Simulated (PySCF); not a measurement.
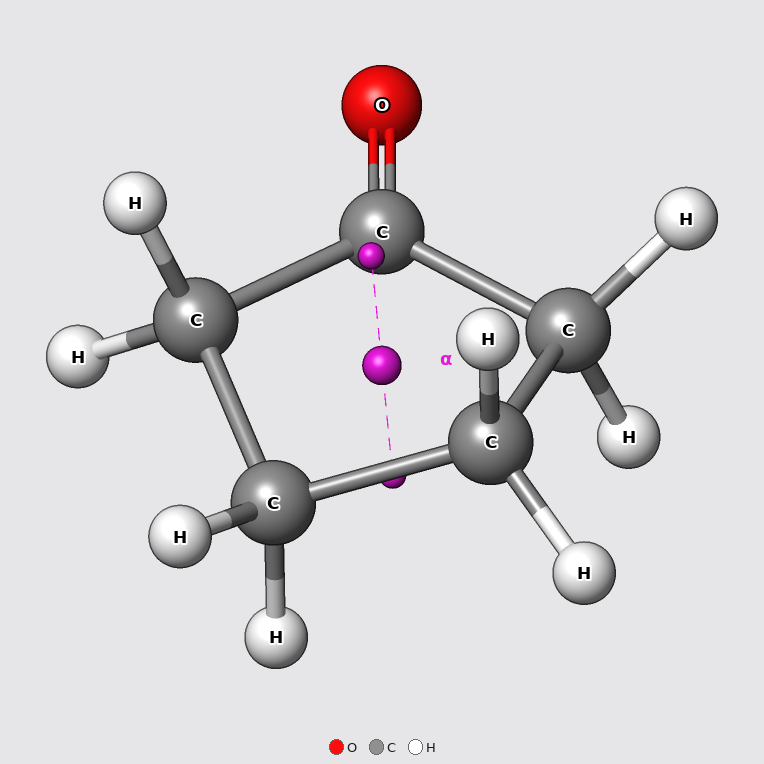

The small points mark where nucleus-independent chemical shifts (NICS) were computed: at the centre of each lettered ring and 1 Å above and below it. The computed structure is the end point of a GFN2-xTB optimisation. No frequency run is at hand to confirm it as a minimum. Method: GIAO PBE0/pcSseg-1 NMR shielding, non-relativistic, gas phase (PySCF 2.14.0).

Give NICS(0), NICS(1) and the out-of-plane component NICS(1)zz for each ring (means of the two sides).

| ring | members | NICS(0) | NICS(1) | NICS(1)zz |
| --- | --- | --- | --- | --- |
| α | C5 | 0.6 | −2.7 | −3.0 |

Values in ppm.

What do the values say about the ring currents?

Ring α: weak, as in a non-aromatic ring. NICS is one index among several.
